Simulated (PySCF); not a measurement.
# [WOF3]−: forces at shaken geometries

How stiff is [WOF3]−? Its atoms are displaced at random by several amounts. The species was built from a template and needn't be a known compound.

Method: B3LYP, W def2-SVP with ECP60, O def2-SVP, F def2-SVP; scalar-relativistic core potentials, no spin–orbit coupling; program: PySCF 2.14.0.

2 further runs of the same task are left out: 2 for a known fault of the program.

**1. The starting structure**

5 atoms, charge -1, spin multiplicity 3.

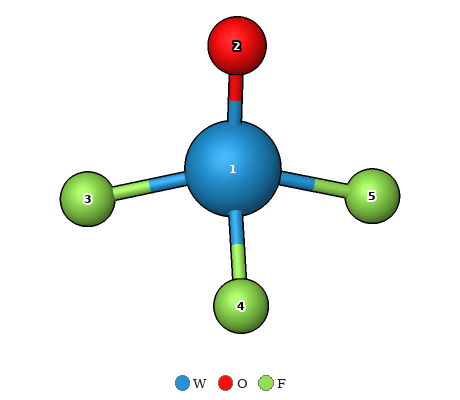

The geometry (tungsten blue, oxygen red, fluorine green); atoms are numbered from 1 in the order of the file.

Geometry (Å):

```csv
atom,x (Å),y (Å),z (Å)
W1,-0.14571,0.03488,0.06438
O2,0.73090,1.08316,1.12187
F3,-0.55615,-1.53034,1.16114
F4,0.30696,-1.29765,-1.29593
F5,-0.58199,1.15327,-1.47829
```

Formal oxidation states: W +4. An earlier session relaxed this geometry at B3LYP, W def2-SVP with ECP60, O def2-SVP, F def2-SVP (triplet, point group Cs).

Its energy there is -441.813808 Eh.

**2. Atoms moved at random, σ = 0.03 Å**

Input file run.py (the lines that set the calculation):

```python
mol = gto.M(atom='''
W     -0.14072    -0.01015     0.06055
O      0.73196     1.11133     1.14734
F     -0.51515    -1.54997     1.19177
F      0.30284    -1.28414    -1.33727
F     -0.62494     1.17626    -1.48923''',
    basis={'W': 'def2-SVP', 'O': 'def2-SVP', 'F': 'def2-SVP'},
    ecp={'W': 'def2-SVP'},
    charge=-1, spin=2)
mf = dft.UKS(mol, xc='B3LYP')
mf.grids.atom_grid = (50, 194)
mf = mf.density_fit()  # fitting sets: W def2-universal-JKFIT, O def2-universal-JKFIT, F def2-universal-JKFIT
mf.conv_tol = 1e-08; mf.max_cycle = 55
mf.kernel(dm0)  # dm0: the density of the relaxed state
```

Started as:

```bash
$ OMP_NUM_THREADS=2 python run.py
```

The log of the run:

```text
init E= -441.779165296629
  HOMO = -0.016987368695  LUMO = 0.0691169850859  gap/eV = 2.34302
cycle= 1 E= -441.806421703598  delta_E= -0.0273  |g|= 0.0757  |ddm|= 0.156
  HOMO = -0.0059105377076  LUMO = 0.0816480744895  gap/eV = 2.38259
cycle= 2 E= -441.786088351978  delta_E= 0.0203  |g|= 0.24  |ddm|= 0.208
  HOMO = 0.000956298961842  LUMO = 0.0852461218619  gap/eV = 2.29364
cycle= 3 E= -441.808542783062  delta_E= -0.0225  |g|= 0.0329  |ddm|= 0.16
  HOMO = -0.00287036916941  LUMO = 0.0828097754215  gap/eV = 2.33148
cycle= 4 E= -441.808950413354  delta_E= -0.000408  |g|= 0.00965  |ddm|= 0.0304
  HOMO = -0.00310401999502  LUMO = 0.0827798233444  gap/eV = 2.33702
cycle= 5 E= -441.808984597887  delta_E= -3.42e-05  |g|= 0.00189  |ddm|= 0.00673
  HOMO = -0.00288596526929  LUMO = 0.0829193903154  gap/eV = 2.33488
cycle= 6 E= -441.808987350502  delta_E= -2.75e-06  |g|= 0.000561  |ddm|= 0.00367
  HOMO = -0.00295671720727  LUMO = 0.0829172939229  gap/eV = 2.33675
cycle= 7 E= -441.808987868641  delta_E= -5.18e-07  |g|= 0.000436  |ddm|= 0.00207
  HOMO = -0.00298568607941  LUMO = 0.0829084427958  gap/eV = 2.33730
cycle= 8 E= -441.808988047901  delta_E= -1.79e-07  |g|= 0.000187  |ddm|= 0.00112
  HOMO = -0.00295206922815  LUMO = 0.0829405066213  gap/eV = 2.33726
cycle= 9 E= -441.808988107451  delta_E= -5.95e-08  |g|= 6.81e-05  |ddm|= 0.000803
  HOMO = -0.00296236355665  LUMO = 0.0829363395152  gap/eV = 2.33742
cycle= 10 E= -441.808988118317  delta_E= -1.09e-08  |g|= 2.92e-05  |ddm|= 0.000388
  HOMO = -0.00296304228413  LUMO = 0.0829361066949  gap/eV = 2.33743
cycle= 11 E= -441.808988119578  delta_E= -1.26e-09  |g|= 2.41e-05  |ddm|= 0.000115
  HOMO = -0.00296327439193  LUMO = 0.0829361499697  gap/eV = 2.33744
Extra cycle  E= -441.808988119302  delta_E= 2.76e-10  |g|= 4.6e-05  |ddm|= 6.49e-05
converged SCF energy = -441.808988119302  <S^2> = 2.0080291  2S+1 = 3.005348
```

Run time: 4.7 s. Hardware: 2 threads of Arm Neoverse V1, shared host.

It gives: E = -441.808988 Eh (+0.131 eV from the relaxed state), HOMO -0.08 eV, LUMO 2.26 eV (over both spins), ⟨S²⟩ = 2.008, Mulliken charge on W1 +0.79 e, largest force component 2.792 eV/Å. 

```csv
atom,Fx,Fy,Fz (eV/Å)
W1,1.063,2.792,0.856
O2,-1.348,-1.769,-1.600
F3,0.041,-0.144,-0.087
F4,-0.008,-0.163,0.014
F5,0.252,-0.717,0.817
```

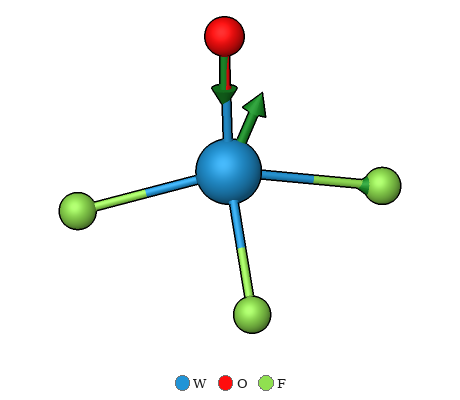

Forces as arrows, the longest for the largest force.

**3. Atoms moved at random, σ = 0.15 Å**

Input file run.py (the lines that set the calculation):

```python
mol = gto.M(atom='''
W      0.11427     0.21150     0.10909
O      0.83885     0.99017     1.06404
F     -0.87838    -1.55354     1.40411
F      0.31146    -1.30077    -1.15428
F     -0.63221     1.09598    -1.84980''',
    basis={'W': 'def2-SVP', 'O': 'def2-SVP', 'F': 'def2-SVP'},
    ecp={'W': 'def2-SVP'},
    charge=-1, spin=2)
mf = dft.UKS(mol, xc='B3LYP')
mf.grids.atom_grid = (50, 194)
mf = mf.density_fit()  # fitting sets: W def2-universal-JKFIT, O def2-universal-JKFIT, F def2-universal-JKFIT
mf.conv_tol = 1e-08; mf.max_cycle = 55
mf.kernel(dm0)  # dm0: the density of the relaxed state
```

Started as:

```bash
$ OMP_NUM_THREADS=2 python run.py
```

The log of the run:

```text
init E= -441.586271140652
  HOMO = -0.100859458418  LUMO = 0.0111407534507  gap/eV = 3.04768
cycle= 1 E= -441.495257879568  delta_E= 0.091  |g|= 0.48  |ddm|= 0.928
  HOMO = 0.0228122797843  LUMO = 0.0852505126603  gap/eV = 1.69903
cycle= 2 E= -441.181644285818  delta_E= 0.314  |g|= 1.04  |ddm|= 1.16
  HOMO = -0.0154800323701  LUMO = 0.0899917918353  gap/eV = 2.87003
cycle= 3 E= -441.582874563683  delta_E= -0.401  |g|= 0.125  |ddm|= 0.763
  HOMO = -0.0371983884149  LUMO = 0.0756517339446  gap/eV = 3.07081
cycle= 4 E= -441.586041058311  delta_E= -0.00317  |g|= 0.0999  |ddm|= 0.209
  HOMO = -0.0333988230425  LUMO = 0.0791911834375  gap/eV = 3.06373
cycle= 5 E= -441.589829903317  delta_E= -0.00379  |g|= 0.0122  |ddm|= 0.0754
  HOMO = -0.0304513081955  LUMO = 0.081556988413  gap/eV = 3.04790
cycle= 6 E= -441.589897863854  delta_E= -6.8e-05  |g|= 0.004  |ddm|= 0.0173
  HOMO = -0.0307343988123  LUMO = 0.0812681552118  gap/eV = 3.04774
cycle= 7 E= -441.589905756495  delta_E= -7.89e-06  |g|= 0.00219  |ddm|= 0.00589
  HOMO = -0.0307524392022  LUMO = 0.0812082267365  gap/eV = 3.04660
cycle= 8 E= -441.589909306203  delta_E= -3.55e-06  |g|= 0.000784  |ddm|= 0.00456
  HOMO = -0.0305586636325  LUMO = 0.0812835130798  gap/eV = 3.04338
cycle= 9 E= -441.589910244001  delta_E= -9.38e-07  |g|= 0.000382  |ddm|= 0.00313
  HOMO = -0.0305061829254  LUMO = 0.0813052401535  gap/eV = 3.04254
cycle= 10 E= -441.589910409215  delta_E= -1.65e-07  |g|= 0.000266  |ddm|= 0.00131
  HOMO = -0.0304970604791  LUMO = 0.0812950549866  gap/eV = 3.04202
cycle= 11 E= -441.589910477896  delta_E= -6.87e-08  |g|= 5.19e-05  |ddm|= 0.000849
  HOMO = -0.0304892636704  LUMO = 0.0812936845343  gap/eV = 3.04177
cycle= 12 E= -441.589910487443  delta_E= -9.55e-09  |g|= 1.68e-05  |ddm|= 0.000414
  HOMO = -0.0304879363847  LUMO = 0.0812941475941  gap/eV = 3.04175
Extra cycle  E= -441.589910487994  delta_E= -5.51e-10  |g|= 1.88e-05  |ddm|= 7.69e-05
converged SCF energy = -441.589910487994  <S^2> = 2.0056039  2S+1 = 3.0037336
```

Run time: 4.4 s. Hardware: 2 threads of Arm Neoverse V1, shared host.

It gives: E = -441.589910 Eh (+6.093 eV from the relaxed state), HOMO -0.83 eV, LUMO 2.21 eV (over both spins), ⟨S²⟩ = 2.006, Mulliken charge on W1 +0.61 e, largest force component 23.674 eV/Å. 

```csv
atom,Fx,Fy,Fz (eV/Å)
W1,-21.136,-20.260,-23.674
O2,17.524,18.342,22.040
F3,1.560,2.638,-1.441
F4,0.733,-0.281,0.122
F5,1.319,-0.439,2.954
```

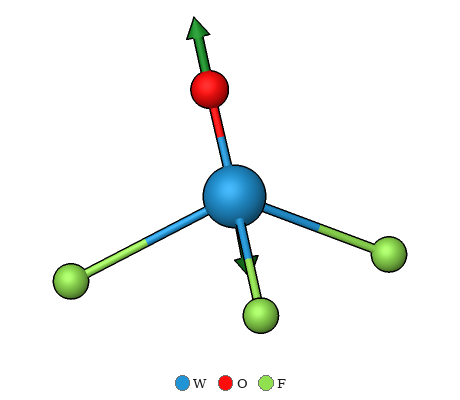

Forces as arrows, the longest for the largest force.

**4. Atoms moved at random, σ = 0.06 Å**

Input file run.py (the lines that set the calculation):

```python
mol = gto.M(atom='''
W     -0.17322    -0.04796     0.09902
O      0.75394     1.17185     1.10148
F     -0.58416    -1.55986     1.11376
F      0.35817    -1.27260    -1.28098
F     -0.60073     1.15190    -1.46012''',
    basis={'W': 'def2-SVP', 'O': 'def2-SVP', 'F': 'def2-SVP'},
    ecp={'W': 'def2-SVP'},
    charge=-1, spin=2)
mf = dft.UKS(mol, xc='B3LYP')
mf.grids.atom_grid = (50, 194)
mf = mf.density_fit()  # fitting sets: W def2-universal-JKFIT, O def2-universal-JKFIT, F def2-universal-JKFIT
mf.conv_tol = 1e-08; mf.max_cycle = 55
mf.kernel(dm0)  # dm0: the density of the relaxed state
```

Started as:

```bash
$ OMP_NUM_THREADS=2 python run.py
```

The log of the run:

```text
init E= -441.781083495281
  HOMO = -0.0115933922038  LUMO = 0.066520612014  gap/eV = 2.12559
cycle= 1 E= -441.782673782817  delta_E= -0.00159  |g|= 0.182  |ddm|= 0.312
  HOMO = -0.00388156312535  LUMO = 0.083662973967  gap/eV = 2.38221
cycle= 2 E= -441.604149844739  delta_E= 0.179  |g|= 0.696  |ddm|= 0.571
  HOMO = 0.0145153307358  LUMO = 0.0928932580069  gap/eV = 2.13277
cycle= 3 E= -441.794778522829  delta_E= -0.191  |g|= 0.0861  |ddm|= 0.449
  HOMO = 0.00461663391266  LUMO = 0.0861413236544  gap/eV = 2.21840
cycle= 4 E= -441.797553436885  delta_E= -0.00277  |g|= 0.0253  |ddm|= 0.0821
  HOMO = 0.00378085909318  LUMO = 0.0858659366015  gap/eV = 2.23365
cycle= 5 E= -441.797780974589  delta_E= -0.000228  |g|= 0.0064  |ddm|= 0.0155
  HOMO = 0.00460690064346  LUMO = 0.086358241392  gap/eV = 2.22457
cycle= 6 E= -441.797801253354  delta_E= -2.03e-05  |g|= 0.00143  |ddm|= 0.00752
  HOMO = 0.004556265236  LUMO = 0.0863510888784  gap/eV = 2.22575
cycle= 7 E= -441.79780312748  delta_E= -1.87e-06  |g|= 0.000935  |ddm|= 0.00326
  HOMO = 0.00442804599586  LUMO = 0.0862911799438  gap/eV = 2.22761
cycle= 8 E= -441.797804356063  delta_E= -1.23e-06  |g|= 0.000408  |ddm|= 0.00321
  HOMO = 0.00447742880708  LUMO = 0.0863303469749  gap/eV = 2.22733
cycle= 9 E= -441.797804789136  delta_E= -4.33e-07  |g|= 0.000162  |ddm|= 0.00232
  HOMO = 0.00445318268285  LUMO = 0.0863189843356  gap/eV = 2.22768
cycle= 10 E= -441.797804893034  delta_E= -1.04e-07  |g|= 0.000127  |ddm|= 0.00142
  HOMO = 0.00445527766258  LUMO = 0.086322369647  gap/eV = 2.22772
cycle= 11 E= -441.797804908673  delta_E= -1.56e-08  |g|= 5.45e-05  |ddm|= 0.000381
  HOMO = 0.00445653607266  LUMO = 0.086323433378  gap/eV = 2.22771
cycle= 12 E= -441.797804914748  delta_E= -6.08e-09  |g|= 1.96e-05  |ddm|= 0.000324
  HOMO = 0.00445232483398  LUMO = 0.086321486088  gap/eV = 2.22777
Extra cycle  E= -441.797804914101  delta_E= 6.48e-10  |g|= 5.74e-05  |ddm|= 9.1e-05
converged SCF energy = -441.797804914101  <S^2> = 2.0083434  2S+1 = 3.0055571
```

It took 4.3 s on 2 threads of Arm Neoverse V1, shared host.

It gives: E = -441.797805 Eh (+0.435 eV from the relaxed state), HOMO 0.12 eV, LUMO 2.35 eV (over both spins), ⟨S²⟩ = 2.008, Mulliken charge on W1 +0.77 e, largest force component 6.367 eV/Å. The highest filled level lies above zero; it isn't the detachment energy.

```csv
atom,Fx,Fy,Fz (eV/Å)
W1,2.410,6.367,0.033
O2,-2.110,-2.960,-1.728
F3,-0.381,-1.932,1.279
F4,0.018,-0.621,-0.314
F5,0.062,-0.853,0.731
```

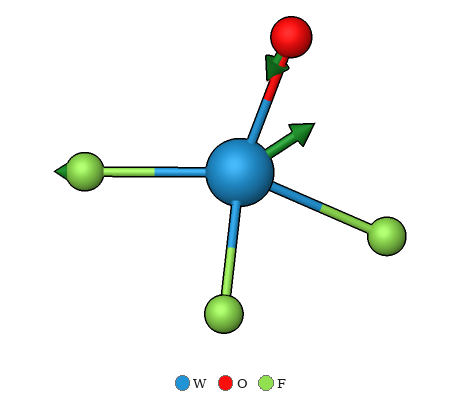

Forces as arrows, the longest for the largest force.

**5. The displacements side by side**

| σ (Å) | energy rise (eV) | harmonic estimate −½ F·u (eV) | largest force component (eV/Å) |
| --- | --- | --- | --- |
| 0.03 | 0.131 | 0.126 | 2.79 |
| 0.15 | 6.093 | 6.626 | 23.67 |
| 0.06 | 0.435 | 0.434 | 6.37 |

Every displacement raises the energy. For a harmonic well the rise equals −½ F·u; the two differ by at most 9 % here (a move with σ = 0.15 Å), from anharmonicity, the grid and the small forces left at the relaxed point. These are double-zeta-type bases without diffuse functions. Spin–orbit coupling is left out for this open shell, where it can reorder the states. Open shells may have lower solutions than the one found.
